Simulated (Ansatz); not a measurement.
# CH6FNOSi: a ladder of functionals and wavefunction methods, part 2 of 2

Ansatz 0.2.0, Gaussian basis; functionals in def2-TZVPP, the program's frozen cores in correlated methods. Earlier steps stand in the parts before.

## (17) ωB97M-V (range-separated)

Input file in.yaml:

```yaml
crystal:
  periodic: [false, false, false]
  atoms:
    - {symbol: C, position_ang: [-1.063297, 0.887805, -0.510859]}
    - {symbol: Si, position_ang: [0.229876, -0.084829, 0.381155]}
    - {symbol: N, position_ang: [1.299875, -0.800591, -0.715362]}
    - {symbol: O, position_ang: [-0.341570, -1.305177, 1.311819]}
    - {symbol: F, position_ang: [0.932422, 0.941172, 1.403739]}
    - {symbol: H, position_ang: [-0.609971, 1.645989, -1.154996]}
    - {symbol: H, position_ang: [-1.715103, 1.405039, 0.196819]}
    - {symbol: H, position_ang: [-1.678753, 0.234494, -1.132132]}
    - {symbol: H, position_ang: [1.609732, -0.334311, -1.549918]}
    - {symbol: H, position_ang: [1.914582, -1.548111, -0.441014]}
    - {symbol: H, position_ang: [-0.512393, -1.098480, 2.231250]}
basis:
  gaussian: {orbitals: def2-TZVPP}
hamiltonian: {xc: {name: wB97M-V}}
output: {forces: true, orbitals: {seedname: orbitals}}
```

Command:

```
> ansatz run in.yaml --threads 4 --pin off --events-out ev --progress --plain --max-ram 10444MiB
```

The log of the run, shortened:

```text
Functional definition: wB97M-V
  name "wB97M-V"
  cite "Mardirossian & Head-Gordon, J. Chem. Phys. 144, 214110 (2016) doi:10.1063/1.4952647"
  cite "Becke, J. Chem. Phys. 107, 8554 (1997) doi:10.1063/1.475007"
  cite "Vydrov & Van Voorhis, J. Chem. Phys. 133, 244103 (2010) doi:10.1063/1.3521275"
  # Of w^i u^j: cxij and so on, Table III.
[...]
  gx(w, u) = 1 - cx + cx01*u + cx10*w
[...]
Atom 7 at    -1.678753     0.234494    -1.132132 Å, force     0.040838     0.047389     0.041777 eV/Å
Atom 8 at     1.609732    -0.334311    -1.549918 Å, force     0.006586    -0.018928     0.008355 eV/Å
Atom 9 at     1.914582    -1.548111    -0.441014 Å, force    -0.005963     0.017387    -0.020701 eV/Å
Atom 10 at    -0.512393    -1.098480     2.231250 Å, force    -0.002625    -0.023184    -0.024622 eV/Å
Dipole moment:     0.010774     0.010709    -0.144252 e Å
```

Wall time 4.5 s (4 threads of Intel Xeon 6975P-C, shared host); peak memory 0.88 GiB.

With the free atoms at this level, -15226.910 eV in sum, the atomisation energy is 4342.8 kJ/mol. HOMO -10.23 eV, LUMO 2.15 eV.

## (18) B2PLYP (double hybrid)

in.yaml, as its differences from that of step 17:

```diff
@@ -16,3 +16,2 @@
   gaussian: {orbitals: def2-TZVPP}
-hamiltonian: {xc: {name: wB97M-V}}
-output: {forces: true, orbitals: {seedname: orbitals}}
+hamiltonian: {xc: {name: B2PLYP}}
```

Same command.

The log of the run, shortened:

```text
Functional definition: B2PLYP
  name "B2PLYP"
  cite "Grimme, J. Chem. Phys. 124, 034108 (2006) doi:10.1063/1.2148954"
  cite "Becke, Phys. Rev. A 38, 3098 (1988) doi:10.1103/PhysRevA.38.3098"
  cite "Lee, Yang & Parr, Phys. Rev. B 37, 785 (1988) doi:10.1103/PhysRevB.37.785"
[...]
1486 factors; integrals over basis functions are off by at most 8.6e-4 eV
[...]
mean field -15257.97898229 eV, -560.7203853697 hartree, gradient 9.6e-6 eV, S^2 0.000000; 0 other end points of the search recorded, 0 dependent functions left out
9 core orbitals not correlated: weight in the atoms' cores, before any rotation towards them, 1.000 or more for the frozen orbitals, at most 0.000 for the correlated occupied ones
reference -15257.97914670 eV, -560.7203914114 hartree; 16, 16 occupied and 225, 225 virtual orbitals, 1486 factors
second order -32.51571725 eV of doubles, -0.00000000 eV of singles
Total energy: -15266.75839035 eV, -561.0430226650 hartree
```

Run time: 2.5 s. Hardware: 4 threads of Intel Xeon 6975P-C, shared host; peak memory 0.65 GiB.

With the free atoms at this level, -15222.371 eV in sum, the atomisation energy is 4282.8 kJ/mol.

## (19) PBE-QIDH (double hybrid)

in.yaml, as its differences from that of step 18:

```diff
@@ -16,2 +16,2 @@
   gaussian: {orbitals: def2-TZVPP}
-hamiltonian: {xc: {name: B2PLYP}}
+hamiltonian: {xc: {name: PBE-QIDH}}
```

Launched as before.

The log of the run, shortened:

```text
Functional definition: PBE-QIDH
  name "PBE-QIDH"
  cite "Brémond, Sancho-García, Pérez-Jiménez & Adamo, J. Chem. Phys. 141, 031101 (2014) doi:10.1063/1.4890314"
  cite "Perdew, Burke & Ernzerhof, Phys. Rev. Lett. 77, 3865 (1996) doi:10.1103/PhysRevLett.77.3865"
[...]
1486 factors; integrals over basis functions are off by at most 8.6e-4 eV
[...]
mean field -15250.51251396 eV, -560.4459977192 hartree, gradient 1.8e-6 eV, S^2 0.000000; 0 other end points of the search recorded, 0 dependent functions left out
9 core orbitals not correlated: weight in the atoms' cores, before any rotation towards them, 1.000 or more for the frozen orbitals, at most 0.000 for the correlated occupied ones
reference -15250.51252577 eV, -560.4459981533 hartree; 16, 16 occupied and 225, 225 virtual orbitals, 1486 factors
second order -30.32941120 eV of doubles, -0.00000000 eV of singles
Total energy: -15260.62232950 eV, -560.8175265879 hartree
```

Run time: 2.6 s. Hardware: 4 threads of Intel Xeon 6975P-C, shared host; peak memory 0.65 GiB.

With the free atoms at this level, -15216.299 eV in sum, the atomisation energy is 4276.5 kJ/mol.

## (20) Orbital energies across the functionals

Dipoles come from the runs that computed forces. Levels, from each run's orbital file:

```
  functional  HOMO (eV)  LUMO (eV)  gap (eV)  dipole (D)
 LDA (SPW92)      -6.45      -0.20      6.26            
      PBE-D4      -6.27      -0.08      6.20        0.71
   revPBE-D4      -6.20      -0.01      6.20            
     BLYP-D4      -6.15      -0.13      6.03            
   r2SCAN-D4      -6.60       0.68      7.28        0.70
      B97M-V      -6.68       0.14      6.81            
     PBE0-D4      -7.79       0.76      8.55            
    B3LYP-D4      -7.53       0.38      7.92        0.71
  r2SCANh-D4      -7.16       0.92      8.09            
  r2SCAN0-D4      -8.02       1.26      9.29            
    HSE06-D4      -7.38       0.39      7.78            
    BHLYP-D4      -9.22       1.34     10.56            
CAM-B3LYP-D4      -9.28       1.49     10.77            
     LC-ωPBE     -10.73       2.85     13.58            
     ωB97X-V     -10.33       2.62     12.95            
     ωB97M-V     -10.23       2.15     12.39        0.70
```

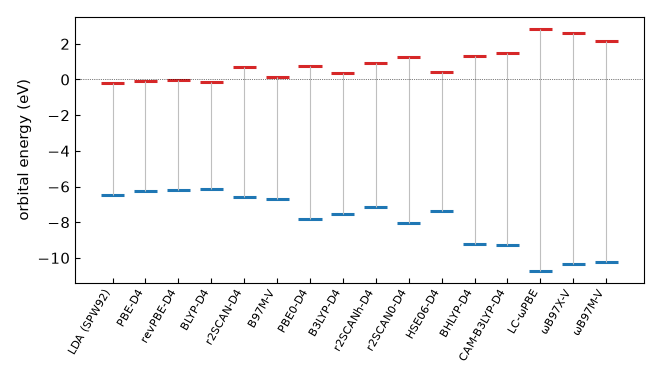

Highest occupied (blue) and lowest empty (red) level by functional.

## (21) CCSD(T) in def2-SVP

in.yaml, as its differences from that of step 19:

```diff
@@ -15,3 +15,3 @@
 basis:
-  gaussian: {orbitals: def2-TZVPP}
-hamiltonian: {xc: {name: PBE-QIDH}}
+  gaussian: {orbitals: def2-SVP}
+correlation: {method: ccsd_t}
```

Launched as before.

The log of the run, shortened:

```text
Functional definition: HF
  name "HF"
  cite "Fock, Z. Phys. 61, 126 (1930) doi:10.1007/BF01340294"
  parent pbe
[...]
1023 factors; integrals over basis functions are off by at most 1.1e-3 eV
[...]
mean field -15208.70176152 eV, -558.9094809075 hartree, gradient 1.4e-6 eV, S^2 0.000000; 0 other end points of the search recorded, 0 dependent functions left out
9 core orbitals not correlated: weight in the atoms' cores, before any rotation towards them, 1.000 or more for the frozen orbitals, at most 0.000 for the correlated occupied ones
reference -15208.70176152 eV, -558.9094809075 hartree; 16, 16 occupied and 79, 79 virtual orbitals, 1023 factors
second order -21.18320161 eV of doubles, -0.00000000 eV of singles
cycle   1  -21.69410526 eV  change   -5.1e-1 eV  update   9.0e-2
[...]
cycle   8  -22.23259060 eV  change    3.0e-5 eV  update   2.4e-5
perturbative correction -0.46630161 eV, -0.0171362680 hartree
Total energy: -15231.40065373 eV, -559.7436498103 hartree
```

It took 2.4 s on 4 threads of Intel Xeon 6975P-C, shared host; peak memory 0.5 GiB.

## (22) CCSD(T) in def2-TZVPP

in.yaml, as its differences from that of step 21:

```diff
@@ -15,3 +15,4 @@
 basis:
-  gaussian: {orbitals: def2-SVP}
+  gaussian: {orbitals: def2-TZVPP}
 correlation: {method: ccsd_t}
+output: {orbitals: {seedname: orbitals}}
```

The command is unchanged.

The log of the run, shortened:

```text
Functional definition: HF
  name "HF"
  cite "Fock, Z. Phys. 61, 126 (1930) doi:10.1007/BF01340294"
  parent pbe
[...]
1486 factors; integrals over basis functions are off by at most 8.6e-4 eV
[...]
mean field -15221.12996541 eV, -559.3662089763 hartree, gradient 4.8e-6 eV, S^2 0.000000; 0 other end points of the search recorded, 0 dependent functions left out
9 core orbitals not correlated: weight in the atoms' cores, before any rotation towards them, 1.000 or more for the frozen orbitals, at most 0.000 for the correlated occupied ones
reference -15221.12996541 eV, -559.3662089763 hartree; 16, 16 occupied and 225, 225 virtual orbitals, 1486 factors
second order -27.21149146 eV of doubles, -0.00000000 eV of singles
cycle   1  -27.35932862 eV  change   -1.5e-1 eV  update   9.6e-2
[...]
cycle   9  -27.99544503 eV  change   -6.0e-6 eV  update   1.1e-5
perturbative correction -0.94950123 eV, -0.0348935265 hartree
Total energy: -15250.07491166 eV, -560.4299161315 hartree
```

Wall time 41 s (4 threads of Intel Xeon 6975P-C, shared host); peak memory 6.2 GiB.

## (23) MP2 in def2-QZVPP

in.yaml, as its differences from that of step 22:

```diff
@@ -15,4 +15,3 @@
 basis:
-  gaussian: {orbitals: def2-TZVPP}
-correlation: {method: ccsd_t}
-output: {orbitals: {seedname: orbitals}}
+  gaussian: {orbitals: "def2-QZVPP.json"}
+correlation: {method: mp2}
```

Launched as before.

The log of the run, shortened:

```text
Functional definition: HF
  name "HF"
  cite "Fock, Z. Phys. 61, 126 (1930) doi:10.1007/BF01340294"
  parent pbe
[...]
2865 factors; integrals over basis functions are off by at most 9.8e-4 eV
[...]
mean field -15221.75387921 eV, -559.3891373856 hartree, gradient 8.5e-7 eV, S^2 0.000000; 0 other end points of the search recorded, 0 dependent functions left out
9 core orbitals not correlated: weight in the atoms' cores, before any rotation towards them, 1.000 or more for the frozen orbitals, at most 0.000 for the correlated occupied ones
reference -15221.75387921 eV, -559.3891373856 hartree; 16, 16 occupied and 453, 453 virtual orbitals, 2865 factors
second order -29.42416744 eV of doubles, -0.00000000 eV of singles
Total energy: -15251.17804665 eV, -560.4704555947 hartree
```

Wall time 11 s (4 threads of Intel Xeon 6975P-C, shared host); peak memory 2.9 GiB.

The pieces so far (eV):

```
     basis           HF  MP2 correlation  CCSD correlation      (T)              total
  def2-SVP  -15208.7018         -21.1832          -22.2326  -0.4663        -15231.4007
def2-TZVPP  -15221.1300         -27.2115          -27.9954  -0.9495        -15250.0749
def2-QZVPP  -15221.7539         -29.4242                             -15251.1780 (MP2)
```

The report of the def2-TZVPP run gives T1 = 0.0105.

## (24) The basis-set limit

This step is arithmetic on the last runs, with X = 3 and 4: exp(−7.88√X) for Hartree-Fock, X^−2.97 for correlation; only MP2 was run in the larger set, so CCSD(T) minus MP2 is added from the smaller one.

```
  level  energy at the limit (eV)
     HF               -15221.8398
    MP2               -15252.9030
   CCSD               -15253.6870
CCSD(T)               -15254.6365
```

## (25) RPA on PBE orbitals

in.yaml, as its differences from that of step 23:

```diff
@@ -15,3 +15,4 @@
 basis:
-  gaussian: {orbitals: "def2-QZVPP.json"}
-correlation: {method: mp2}
+  gaussian: {orbitals: def2-TZVPP}
+hamiltonian: {xc: pbe}
+correlation: {method: rpa}
```

Launched as before.

The log of the run, shortened:

```text
Functional definition: PBE
  name "PBE"
  cite "Perdew, Burke & Ernzerhof, Phys. Rev. Lett. 77, 3865 (1996) doi:10.1103/PhysRevLett.77.3865"
  parent pbe
[...]
1486 factors; integrals over basis functions are off by at most 8.6e-4 eV
[...]
mean field -15262.49104651 eV, -560.8862006713 hartree, gradient 3.9e-6 eV, S^2 0.000000; 0 other end points of the search recorded, 0 dependent functions left out
9 core orbitals not correlated: weight in the atoms' cores, before any rotation towards them, 1.000 or more for the frozen orbitals, at most 0.000 for the correlated occupied ones
reference -15219.57554529 eV, -559.3090850906 hartree; 16, 16 occupied and 225, 225 virtual orbitals, 1486 factors
Total energy: -15262.41142888 eV, -560.8832747772 hartree
```

Run time: 2.5 s. Hardware: 4 threads of Intel Xeon 6975P-C, shared host; peak memory 0.6 GiB.

RPA correlation: -42.836 eV. No RPA run of the hydrogen atom was made, so RPA has no atomisation energy below.

## (26) The ladder

Free atoms (1 C, 1 Si, 1 N, 1 O, 1 F, 6 H) were run apart at each level; the atomisation energy is their sum less the molecule, without zero-point or spin-orbit terms.

Differences are taken before rounding.

```
            method             rung  atomisation energy (kJ/mol)  from CCSD(T)/CBS (kJ/mol)    time
       LDA (SPW92)              LDA                       4923.1                     +580.5  0.65 s
            PBE-D4              GGA                       4375.8                      +33.3   1.2 s
         revPBE-D4              GGA                       4264.7                      -77.9     1 s
           BLYP-D4              GGA                       4316.6                      -26.0     1 s
         r2SCAN-D4         meta-GGA                       4320.5                      -22.0   1.9 s
            B97M-V         meta-GGA                       4324.5                      -18.0   3.4 s
           PBE0-D4           hybrid                       4295.2                      -47.4   1.4 s
          B3LYP-D4           hybrid                       4318.4                      -24.1   2.2 s
        r2SCANh-D4           hybrid                       4291.1                      -51.5     2 s
        r2SCAN0-D4           hybrid                       4248.4                      -94.1   2.1 s
          HSE06-D4           hybrid                       4298.0                      -44.6   1.5 s
          BHLYP-D4           hybrid                       4191.3                     -151.3   1.4 s
      CAM-B3LYP-D4  range-separated                       4352.4                       +9.8   1.6 s
           LC-ωPBE  range-separated                       4308.1                      -34.4   1.2 s
           ωB97X-V  range-separated                       4335.5                       -7.1   3.2 s
           ωB97M-V  range-separated                       4342.8                       +0.2   4.5 s
            B2PLYP    double hybrid                       4282.8                      -59.8   2.5 s
          PBE-QIDH    double hybrid                       4276.5                      -66.1   2.6 s
     HF/def2-TZVPP     wavefunction                       3134.5                    -1208.1        
    MP2/def2-TZVPP     wavefunction                       4299.0                      -43.6        
   CCSD/def2-TZVPP     wavefunction                       4155.5                     -187.1        
  CCSD(T)/def2-SVP     wavefunction                       3998.9                     -343.7   2.4 s
CCSD(T)/def2-TZVPP     wavefunction                       4212.8                     -129.7    41 s
           MP2/CBS     wavefunction                       4428.7                      +86.1        
       CCSD(T)/CBS     wavefunction                       4342.6                          0    51 s
```

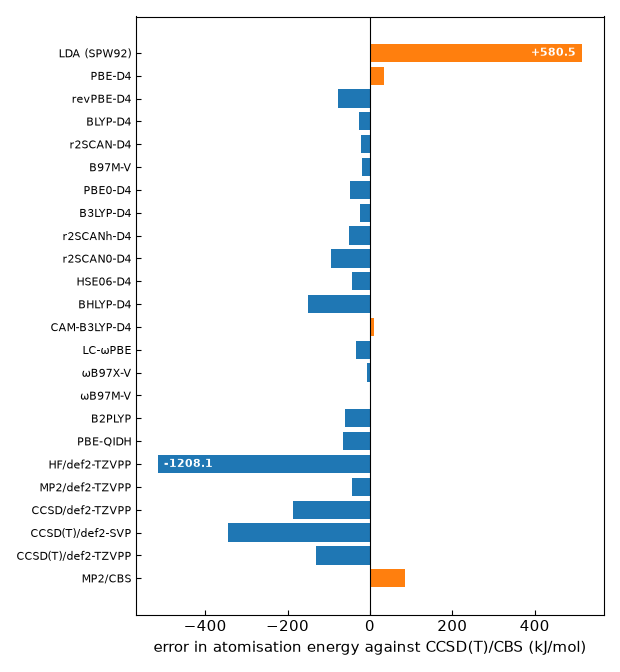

How far each level lands from CCSD(T)/CBS. Bars with a number in them are cut short.

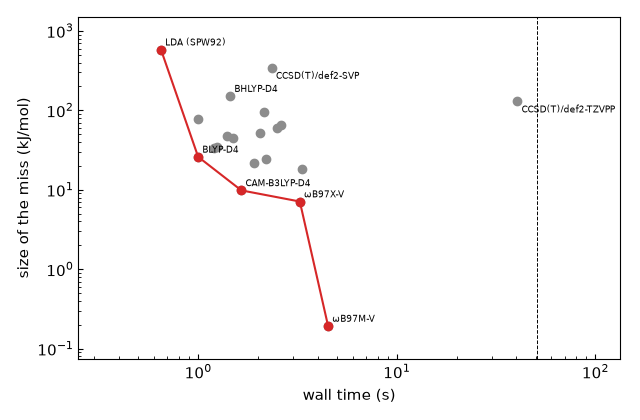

Miss against cost. Red marks the levels that no quicker level drawn beats (of those quicker than the yardstick), and the dashed line is the time of CCSD(T)/CBS. Only those levels and the largest misses are named. Times are from a shared host.

LDA (SPW92), LC-ωPBE, B2PLYP, PBE-QIDH carry no dispersion term (for B3LYP, D4 adds 33.6 kJ/mol).

Times are those of the molecule's run; HF, MP2 and CCSD come out of the CCSD(T) runs, and the limit's time is the sum of the runs that it needs.

## (27) What came out

This closing draws on all 2 parts.

```
                               quantity                                   value
        atomisation energy, CCSD(T)/CBS                           4342.6 kJ/mol
 functionals within 21.7 kJ/mol (0.5 %)  B97M-V, CAM-B3LYP-D4, ωB97X-V, ωB97M-V
                    farthest beyond LDA                BHLYP-D4 (-151.3 kJ/mol)
                mean size of error, GGA                             45.7 kJ/mol
           mean size of error, meta-GGA                             20.0 kJ/mol
             mean size of error, hybrid                             68.8 kJ/mol
    mean size of error, range-separated                             12.9 kJ/mol
      mean size of error, double hybrid                             62.9 kJ/mol
              gap, smallest and largest   6.03 eV (BLYP-D4), 13.58 eV (LC-ωPBE)
                          T1 diagnostic                                  0.0105
triples share of the correlation energy                                   3.3 %
```

**Reading.** LDA overbinds by 580.5 kJ/mol (13 %). PBE-D4 is off by +33.3 kJ/mol. Double hybrids carry the basis error of their MP2 part in triple zeta, and no dispersion term here, so their miss is partly the set-up's. The rungs range-separated, meta-GGA miss on average by less than the doubt on the reference (21.7 kJ/mol), so they tie. Misses under about 21.7 kJ/mol are within the doubt on the reference itself, which lacks core-valence correlation, relativity and higher excitations. Hartree-Fock recovers 72 % of the binding; the rest is correlation. CCSD(T) in def2-SVP is off by -343.7 kJ/mol, which most functionals beat. Orbital gaps span 6.0 to 13.6 eV; exact exchange widens them.

ωB97M-V reaches 0.2 kJ/mol from the reference in 4.5 s, where CCSD(T)/CBS took 51 s; the quickest level in the cost chart, LDA (SPW92), takes 0.65 s and misses by 580.5 kJ/mol.
